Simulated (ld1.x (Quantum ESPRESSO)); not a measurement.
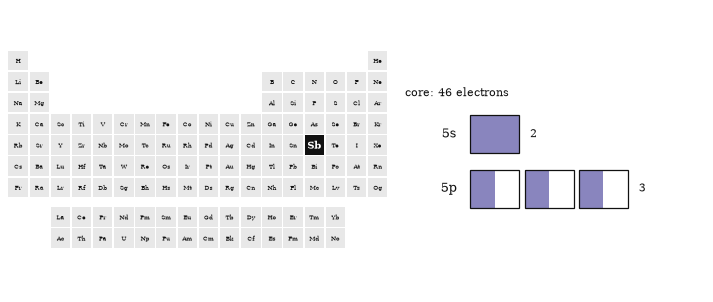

**Figure 1.** Left, the place of antimony in the periodic table; right, the valence shells of the reference configuration: a box for each of the 2l + 1 orbitals, shaded by the share of the shell that is filled, with the electron count at the right.

# Sb: pseudopotential generation

- system: antimony (Sb, Z = 51), core [Kr] 4d10, reference valence 5s2 5p3, valence charge 5.
- method: ultrasoft potential, PBE, scalar-relativistic, made with ld1.x (Quantum ESPRESSO) 7.5

## The input
```
 &input
   title='Sb', zed=51., rel=1, dft='PBE', iswitch=3,
   config='[Kr] 4d10 5s2 5p3 5d-2',
   nld=3, rlderiv=2.95, eminld=-3.0, emaxld=5.0, deld=0.02
 /
 &inputp
   pseudotype=3, tm=.true., lloc=-2, rcloc=1.65,
   nlcc=.true., new_core_ps=.true., rcore=1.55,
   which_augfun='PSQ', rmatch_augfun_nc=.true.,
   file_pseudopw='Sb.UPF', file_wfcaegen='ae.wfc', file_wfcncgen='nc.wfc', file_beta='beta', file_chi='chi', file_wfcusgen='us.wfc'
 /
6
5S  1  0   2.00   0.00  1.55  1.90  0.0
5S  1  0   0.00   3.60  1.55  1.90  0.0
5P  2  1   3.00   0.00  1.90  2.35  0.0
5P  2  1   0.00   2.50  1.90  2.35  0.0
5D  3  2  -2.00   0.50  2.35  2.70  0.0
5D  3  2  -2.00   3.05  2.35  2.70  0.0
 &test
   configts(1)='5s2 5p3'
 /
```

## Input of the test run
```
 &input
   title='Sb', zed=51., rel=1, dft='PBE', iswitch=2,
   config='[Kr] 4d10 5s2 5p3 5d-2'
 /
 &test
   file_pseudo='Sb.UPF', nconf=8,
   configts(1)='5s2 5p3',
   configts(2)='5s2 5p2',
   configts(3)='5s2 5p1',
   configts(4)='5s2 5p0',
   configts(5)='5s0 5p5',
   configts(6)='5s2 5p3.3',
   configts(7)='5s2 5p2.5',
   configts(8)='5s1 5p0'
 /
```

Command:
```bash
ld1.x < Sb.in > Sb.out
```

## Output
```
     Program LD1 v.7.5
     --------------------------- All-electron run ----------------------------

     Sb
     scalar relativistic calculation

     atomic number is 51.00
     dft =PBE   lsd =0 sic =0 latt =0  beta=0.20 tr2=1.0E-14
     Exchange-correlation= PBE
                           (   1   4   3   4   0   0   0)
     mesh =1243 r(mesh) =  98.80758 a.u. xmin = -7.00 dx = 0.01250
     1 Ry =  13.60569312 eV, c = 137.03599908

     n l     nl                  e(Ry)          e(Ha)          e(eV)
     1 0     1S 1( 2.00)     -2227.4355     -1113.7177    -30305.8032
     2 0     2S 1( 2.00)      -338.9497      -169.4749     -4611.6462
     2 1     2P 1( 6.00)      -304.2841      -152.1420     -4139.9956
     3 0     3S 1( 2.00)       -66.4523       -33.2262      -904.1302
     3 1     3P 1( 6.00)       -55.1533       -27.5766      -750.3986
     4 0     4S 1( 2.00)       -10.9391        -5.4696      -148.8341
     4 1     4P 1( 6.00)        -7.4812        -3.7406      -101.7871
     3 2     3D 1(10.00)       -37.9157       -18.9579      -515.8696
     4 2     4D 1(10.00)        -2.4628        -1.2314       -33.5079
     5 0     5S 1( 2.00)        -0.9430        -0.4715       -12.8305
     5 1     5P 1( 3.00)        -0.3548        -0.1774        -4.8278

     final scf error:  9.1E-15 reached in  25 iterations

     Etot =  -12962.908074 Ry,   -6481.454037 Ha, -176369.349231 eV

     Ekin =   13558.029934 Ry,    6779.014967 Ha,  184466.394641 eV
     Encl =  -31351.634012 Ry,  -15675.817006 Ha, -426560.711266 eV
     Eh   =    5170.905808 Ry,    2585.452904 Ha,   70353.757594 eV
     Exc  =    -340.209805 Ry,    -170.104902 Ha,   -4628.790199 eV

     normalization and overlap integrals

     s(1S/1S) =  1.000000  <r> =   0.0284  <r2> =    0.0011  r(max) =   0.0184
     s(2S/2S) =  1.000000  <r> =   0.1226  <r2> =    0.0177  r(max) =   0.1034
     s(2P/2P) =  1.000000  <r> =   0.1071  <r2> =    0.0140  r(max) =   0.0826
     s(3S/3S) =  1.000000  <r> =   0.3305  <r2> =    0.1249  r(max) =   0.2991
     s(3P/3P) =  1.000000  <r> =   0.3288  <r2> =    0.1254  r(max) =   0.2918
     s(4S/4S) =  1.000000  <r> =   0.7908  <r2> =    0.7072  r(max) =   0.7266
     s(4P/4P) =  1.000000  <r> =   0.8523  <r2> =    0.8293  r(max) =   0.7639
     s(3D/3D) =  1.000000  <r> =   0.3054  <r2> =    0.1106  r(max) =   0.2449
     s(4D/4D) =  1.000000  <r> =   1.0302  <r2> =    1.2548  r(max) =   0.8442
     s(5S/5S) =  1.000000  <r> =   2.2266  <r2> =    5.6485  r(max) =   1.9025
     s(5P/5P) =  1.000000  <r> =   2.9196  <r2> =    9.9411  r(max) =   2.3530

     ------------------------ End of All-electron run ------------------------

     --------------------- Generating US pseudopotential ---------------------

      Generating local potential from pseudized AE potential:
      Matching radius rcloc =   1.6500
      Enforcing V''(0)=0 (lloc=-2)

      Local pseudo, rcloc= 1.638 Estimated cut-off energy=    12.10 Ry

      Computing core charge for nlcc:

       r > 1.56 : true rho core
      Core charge pseudized with two Bessel functions
      Integrated core pseudo-charge :  15.83
      Wfc-us  5S rcutus= 1.903  Estimated cut-off energy=    12.29 Ry
      Wfc-us  5S rcutus= 1.903  Estimated cut-off energy=    20.98 Ry
      Wfc-us  5P rcutus= 2.324  Estimated cut-off energy=    13.84 Ry
      Wfc-us  5P rcutus= 2.324  Estimated cut-off energy=    21.74 Ry
      Wfc-us  5D rcutus= 2.700  Estimated cut-off energy=    14.72 Ry
      Wfc-us  5D rcutus= 2.700  Estimated cut-off energy=    21.21 Ry

     Q pseudized with Bessel functions
     Expected ecutrho=     107.3347 due to l1=  0   l2=  2

     ------------------- End of pseudopotential generation -------------------

     --------------------------- All-electron run ----------------------------

     Sb
     scalar relativistic calculation

     atomic number is 51.00
     dft =PBE   lsd =0 sic =0 latt =0  beta=0.20 tr2=1.0E-14
     Exchange-correlation= PBE
                           (   1   4   3   4   0   0   0)
     mesh =1243 r(mesh) =  98.80758 a.u. xmin = -7.00 dx = 0.01250
     1 Ry =  13.60569312 eV, c = 137.03599908

     n l     nl                  e(Ry)          e(Ha)          e(eV)
     1 0     1S 1( 2.00)     -2227.4355     -1113.7177    -30305.8032
     2 0     2S 1( 2.00)      -338.9497      -169.4749     -4611.6462
     2 1     2P 1( 6.00)      -304.2841      -152.1420     -4139.9956
     3 0     3S 1( 2.00)       -66.4523       -33.2262      -904.1302
     3 1     3P 1( 6.00)       -55.1533       -27.5766      -750.3986
     4 0     4S 1( 2.00)       -10.9391        -5.4696      -148.8341
     4 1     4P 1( 6.00)        -7.4812        -3.7406      -101.7871
     3 2     3D 1(10.00)       -37.9157       -18.9579      -515.8696
     4 2     4D 1(10.00)        -2.4628        -1.2314       -33.5079
     5 0     5S 1( 2.00)        -0.9430        -0.4715       -12.8305
     5 1     5P 1( 3.00)        -0.3548        -0.1774        -4.8278

     final scf error:  9.1E-15 reached in  25 iterations

     Etot =  -12962.908074 Ry,   -6481.454037 Ha, -176369.349231 eV

     Ekin =   13558.029934 Ry,    6779.014967 Ha,  184466.394641 eV
     Encl =  -31351.634012 Ry,  -15675.817006 Ha, -426560.711266 eV
     Eh   =    5170.905808 Ry,    2585.452904 Ha,   70353.757594 eV
     Exc  =    -340.209805 Ry,    -170.104902 Ha,   -4628.790199 eV

     normalization and overlap integrals

     s(1S/1S) =  1.000000  <r> =   0.0284  <r2> =    0.0011  r(max) =   0.0184
     s(2S/2S) =  1.000000  <r> =   0.1226  <r2> =    0.0177  r(max) =   0.1034
     s(2P/2P) =  1.000000  <r> =   0.1071  <r2> =    0.0140  r(max) =   0.0826
     s(3S/3S) =  1.000000  <r> =   0.3305  <r2> =    0.1249  r(max) =   0.2991
     s(3P/3P) =  1.000000  <r> =   0.3288  <r2> =    0.1254  r(max) =   0.2918
     s(4S/4S) =  1.000000  <r> =   0.7908  <r2> =    0.7072  r(max) =   0.7266
     s(4P/4P) =  1.000000  <r> =   0.8523  <r2> =    0.8293  r(max) =   0.7639
     s(3D/3D) =  1.000000  <r> =   0.3054  <r2> =    0.1106  r(max) =   0.2449
     s(4D/4D) =  1.000000  <r> =   1.0302  <r2> =    1.2548  r(max) =   0.8442
     s(5S/5S) =  1.000000  <r> =   2.2266  <r2> =    5.6485  r(max) =   1.9025
     s(5P/5P) =  1.000000  <r> =   2.9196  <r2> =    9.9411  r(max) =   2.3530

     ------------------------ End of All-electron run ------------------------

     Computing logarithmic derivative in   2.96520
     Computing logarithmic derivative in   2.96520
     Computing the partial wave expansion
     R is outside the sphere for l=    0 j= 0.00
     R is outside the sphere for l=    0 j= 0.00
     R is outside the sphere for l=    1 j= 0.00
     R is outside the sphere for l=    1 j= 0.00
     R is outside the sphere for l=    2 j= 0.00
     R is outside the sphere for l=    2 j= 0.00

     ---------------------- Testing the pseudopotential ----------------------

     Sb
     scalar relativistic calculation

     atomic number is 51.00   valence charge is  5.00
     dft =PBE   lsd =0 sic =0 latt =0  beta=0.20 tr2=1.0E-14
     mesh =1243 r(mesh) =  98.80758 xmin = -7.00 dx = 0.01250

     n l     nl             e AE (Ry)        e PS (Ry)    De AE-PS (Ry)
     1 0     5S   1( 2.00)       -0.94302       -0.94303        0.00000
     2 1     5P   1( 3.00)       -0.35484       -0.35484        0.00000

     eps = 2.9E-15  iter =  3

     Etot =  -12962.908074 Ry,   -6481.454037 Ha, -176369.349231 eV
     Etotps =   -39.696343 Ry,     -19.848172 Ha,    -540.096265 eV

     Ekin =       3.347783 Ry,       1.673892 Ha,      45.548914 eV
     Encl =     -22.242894 Ry,     -11.121447 Ha,    -302.629984 eV
     Ehrt =       8.601602 Ry,       4.300801 Ha,     117.030756 eV
     Ecxc =     -32.226108 Ry,     -16.113054 Ha,    -438.458538 eV
     (Ecc =     -28.664294 Ry,     -14.332147 Ha,    -389.997583 eV)
     Epseu=       2.823273 Ry,       1.411637 Ha,      38.412587 eV

     ---------------------- End of pseudopotential test ----------------------
```

## Output of the test run (extracts)
```
     ---------------------- Testing the pseudopotential ----------------------

     Sb
     scalar relativistic calculation

     atomic number is 51.00   valence charge is  5.00
     dft =PBE   lsd =0 sic =0 latt =0  beta=0.20 tr2=1.0E-14
     mesh =1243 r(mesh) =  98.80758 xmin = -7.00 dx = 0.01250

     n l     nl             e AE (Ry)        e PS (Ry)    De AE-PS (Ry)
     1 0     5S   1( 2.00)       -0.94302       -0.94303        0.00000
     2 1     5P   1( 3.00)       -0.35484       -0.35484        0.00000

     eps = 2.9E-15  iter =  3

     Etot =  -12962.908074 Ry,   -6481.454037 Ha, -176369.349231 eV
     Etotps =   -39.696343 Ry,     -19.848172 Ha,    -540.096265 eV

     Ekin =       3.347783 Ry,       1.673892 Ha,      45.548914 eV
     Encl =     -22.242894 Ry,     -11.121447 Ha,    -302.629984 eV
     Ehrt =       8.601602 Ry,       4.300801 Ha,     117.030756 eV
     Ecxc =     -32.226108 Ry,     -16.113054 Ha,    -438.458538 eV
     (Ecc =     -28.664294 Ry,     -14.332147 Ha,    -389.997583 eV)
     Epseu=       2.823273 Ry,       1.411637 Ha,      38.412587 eV

     ---------------------- End of pseudopotential test ----------------------

     ---------------------- Testing the pseudopotential ----------------------

     Sb
     scalar relativistic calculation

     atomic number is 51.00   valence charge is  5.00
     dft =PBE   lsd =0 sic =0 latt =0  beta=0.20 tr2=1.0E-14
     mesh =1243 r(mesh) =  98.80758 xmin = -7.00 dx = 0.01250

     n l     nl             e AE (Ry)        e PS (Ry)    De AE-PS (Ry)
     1 0     5S   1( 2.00)       -1.51689       -1.51917        0.00228
     2 1     5P   1( 2.00)       -0.88146       -0.88257        0.00112

     eps = 3.4E-16  iter =  6

     Etot =  -12962.296789 Ry,   -6481.148394 Ha, -176361.032276 eV
     Etotps =   -39.084508 Ry,     -19.542254 Ha,    -531.771827 eV
     dEtot_ae =       0.611285 Ry
     dEtot_ps =       0.611835 Ry,   Delta E=      -0.000550 Ry

     Ekin =       2.955183 Ry,       1.477591 Ha,      40.207312 eV
     Encl =     -19.058839 Ry,      -9.529420 Ha,    -259.308717 eV
     Ehrt =       6.002586 Ry,       3.001293 Ha,      81.669344 eV
     Ecxc =     -31.743532 Ry,     -15.871766 Ha,    -431.892750 eV
     (Ecc =     -28.664294 Ry,     -14.332147 Ha,    -389.997583 eV)
     Epseu=       2.760093 Ry,       1.380047 Ha,      37.552984 eV

     ---------------------- End of pseudopotential test ----------------------
```

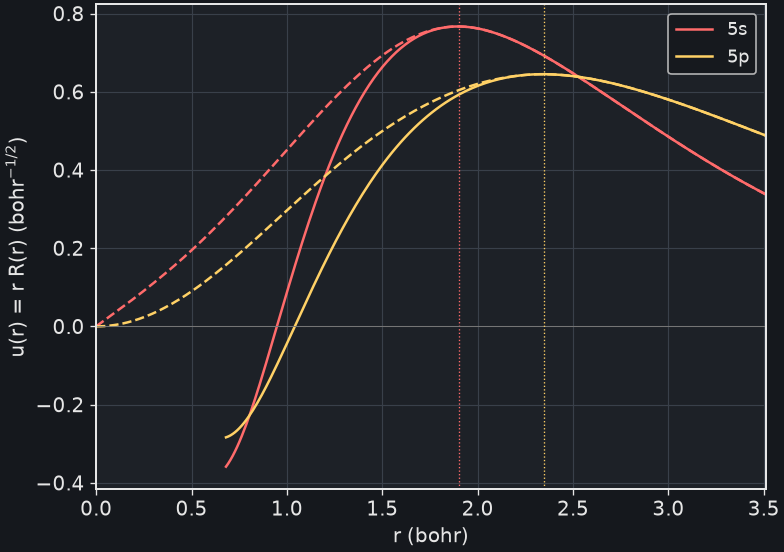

**Figure 2.** Partial waves u(r) = r R(r), all-electron (solid) and pseudo (dashed). Dotted lines mark the matching radii. The innermost oscillations of some all-electron curves aren't drawn. Pseudo-waves: 5s has no node; 5p has no node.

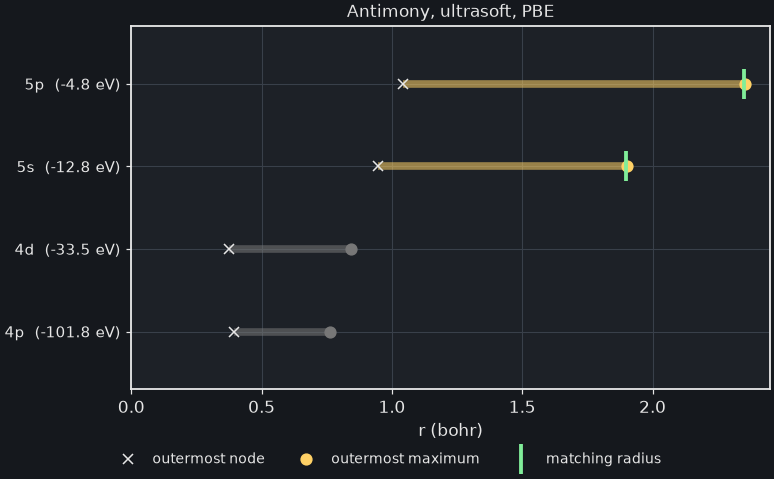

**Figure 3.** Outer shells of the all-electron reference atom: each bar runs from the outermost node (or the nucleus) to the outermost maximum of u(r); the tick is the radius chosen for the pseudo-wave. Shells without a tick have no pseudo-wave of their own. Levels, nodes and maxima are from ld1.x, scalar-relativistic.

- Radii against the shells: 5s: 1.90 bohr, between node and maximum; 5p: 2.35 bohr, between node and maximum.

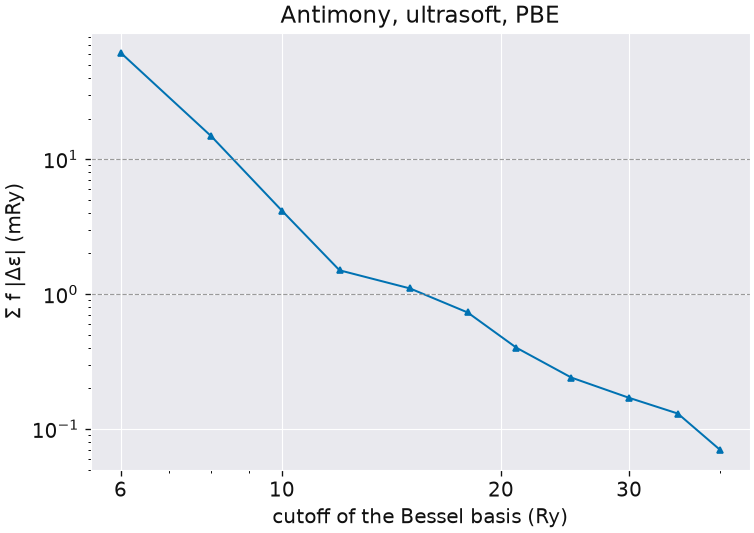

**Figure 4.** The pseudo-atom Hamiltonian at the reference potential is diagonalised in spherical Bessel functions (20 bohr box) up to the cutoff. Curve: occupation-weighted sum of the valence levels' distances from their values at 400 Ry.

- Cutoffs for 10 and 1 mRy in the occupation-weighted sum of levels: 10 Ry and 18 Ry, on the ladder of cutoffs that was run.
- Error at 15 Ry: about 1.1 mRy.

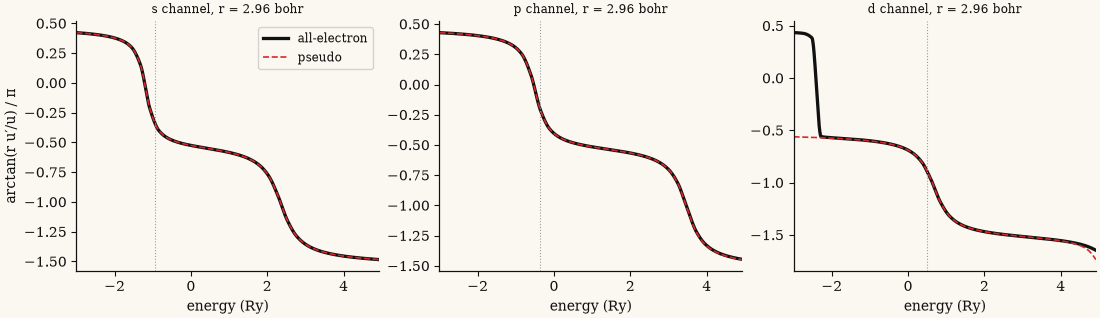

**Figure 5.** Unwrapped phase arctan(r u′/u) in units of π against energy, all-electron (solid) and pseudo (dashed); the pseudo phase is matched to the all-electron one at the reference energy. Here u = r R(r). A near-vertical step is a level narrower than the spacing of the points behind the curves. The dotted line marks the reference energy of the channel.

- Ghost states: Going away from the reference energies, the phases part by more than π/2 in: d at about -2.4 Ry (below its reference energy, pseudo phase lower, at the 4d core level, which only the all-electron atom has). Such a step is either a state that only one of the two atoms has or an ordinary level shifted in energy. The separate test gives: no ghost state below the valence levels in the s, p, d, f channels.
- First channel to depart above its reference energy: the d channel: its phase error passes 0.05 rad 4.0 Ry above its reference energy, while s stays within 0.05 rad to the top of the range.
- Range over which the phases agree within 0.05 rad: s: over the whole range drawn; p: over the whole range drawn; d: between about -2.3 and 4.5 Ry.

## Results in brief

- outcome: generated
- cutoffs needed: 10 Ry and 18 Ry (the cutoffs, on a coarse ladder, from which the occupation-weighted sum of valence levels, in a spherical-Bessel basis at the reference potential, stays within 10 and 1 mRy of its value at 400 Ry); ghost states and empty shells don't enter this sum
- ghost test: no ghost state below the valence levels in the s, p, d, f channels (spherical-Bessel basis up to 400 Ry, 20 bohr box)
- configuration tests: test run stopped at test 2 of 7 (negative rho)
- lowest eigenvalue of the overlap operator S in a Bessel basis (separate test): 0.53 (p channel)
- density cutoff estimated by the generator: 107 Ry
- largest excitation error among the tests solved: -7.5 meV (all-electron minus pseudo) for 5s2 5p2
- range over which the phases arctan(r u′/u) at the test radius agree within 0.05 rad (a looser test near the poles than one of phase shifts): s: over the whole range computed; p: over the whole range computed; d: between about -2.3 and 4.5 Ry
- hardware: 1 CPU thread, shared host
- wall time: 1.9 s
